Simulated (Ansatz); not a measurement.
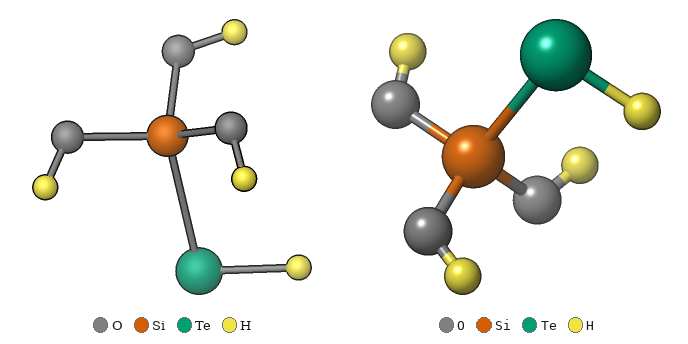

Both panels show the same species.

The geometry was computed by an optimisation with PBE0-D4/def2-TZVP.

Description:

It has 9 atoms: 4 hydrogen, 3 oxygen, 1 silicon and 1 tellurium (H4O3SiTe). Its SMILES string is `O[Si](O)(O)[TeH]`. It has no ring. Among its groups: Si–O bond. The point group is C1. Coordination: 3 O bent; 1 Si tetrahedral; 1 Te bent.

More results for the same structure follow; atom numbers are the same in all pictures, views and colours differ.

Geometry

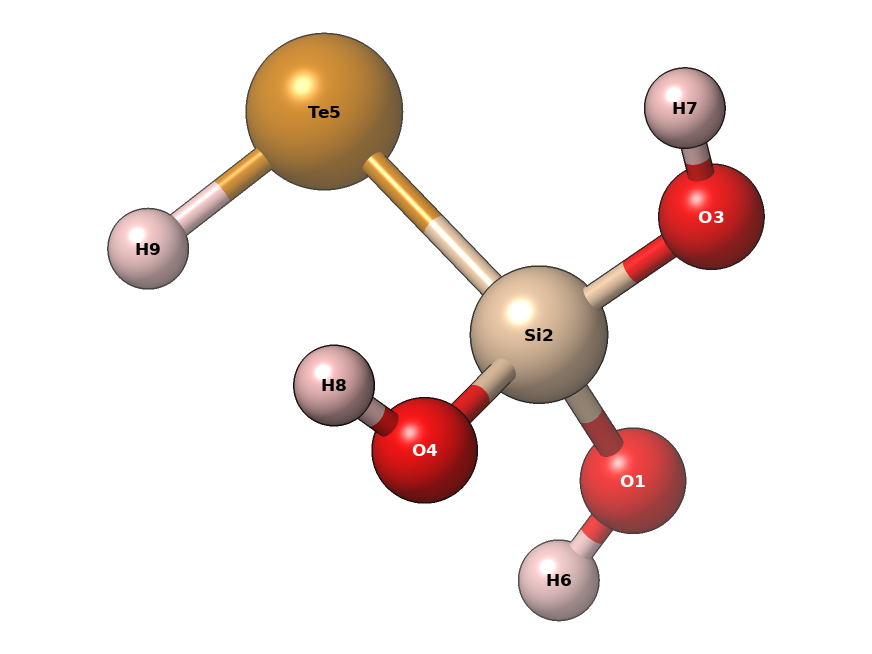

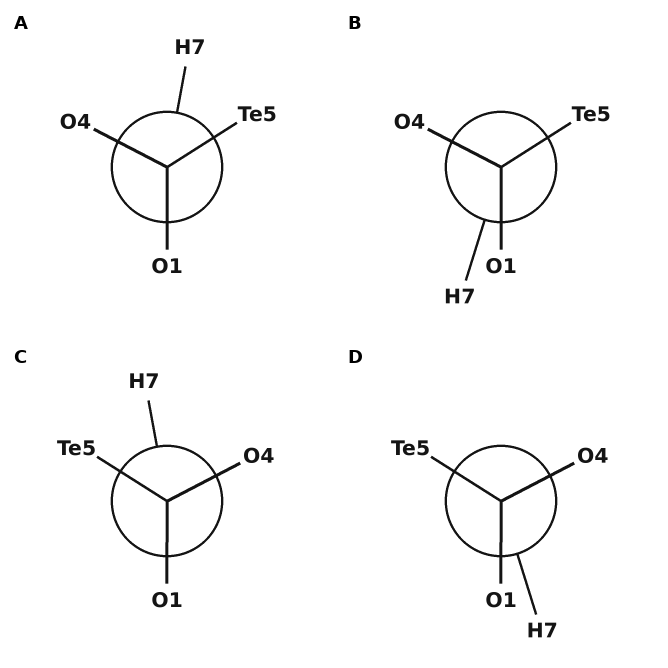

Atoms fade into the background with distance from the viewer. Bonds that would overlap in a projection are set slightly apart.

Which Newman projection shows the view along Si2–O3, with Si2 in front?

C. The torsion angle Te5–Si2–O3–H7 is 47°, synclinal (gauche).

Vibrations

Harmonic vibrations computed with RKS PBE0-D4/def2-TZVP, core potentials on Te (Ansatz 0.2.0) at a stationary point of the same level.

List the wavenumbers.

21 modes: 98, 106, 168, 193, 221, 251, 313, 328, 352, 442, 556, 790, 816, 824, 855, 978, 1004, 2153, 3920, 3932, 3933 cm⁻¹.

Electronic properties

Properties computed with RKS PBE-D4/def2-TZVPP, core potentials on Te (Ansatz 0.2.0).

Estimate the HOMO energy (Kohn–Sham orbital).

−5.59 eV.

What is the dispersion correction?

−24.1 kJ/mol.

What is the LUMO energy (Kohn–Sham orbital)?

−1.38 eV.

Estimate the dipole moment.

2.14 D.

Charges

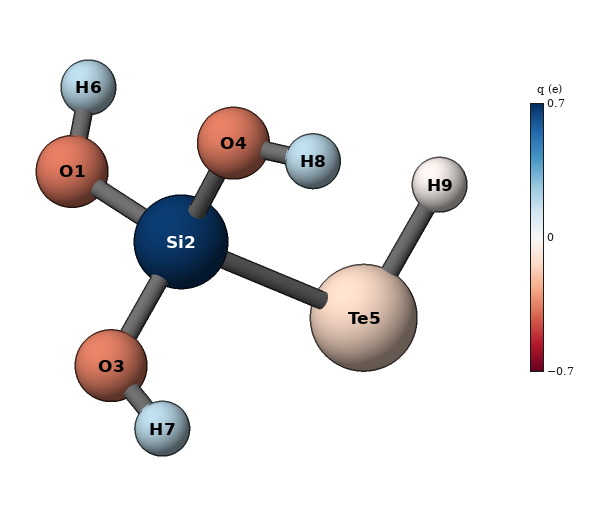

Atoms are coloured by their Mulliken charges. Level of theory: RKS B3LYP-D4/def2-TZVPP, core potentials on Te (Ansatz 0.2.0).

List the Mulliken charges.

```tsv
atom	value (e)
O1	−0.36
Si2	0.67
O3	−0.35
O4	−0.36
Te5	−0.13
H6	0.19
H7	0.19
H8	0.19
H9	−0.03
```

Mulliken values depend strongly on the basis set and can even reverse the polarity of a bond.
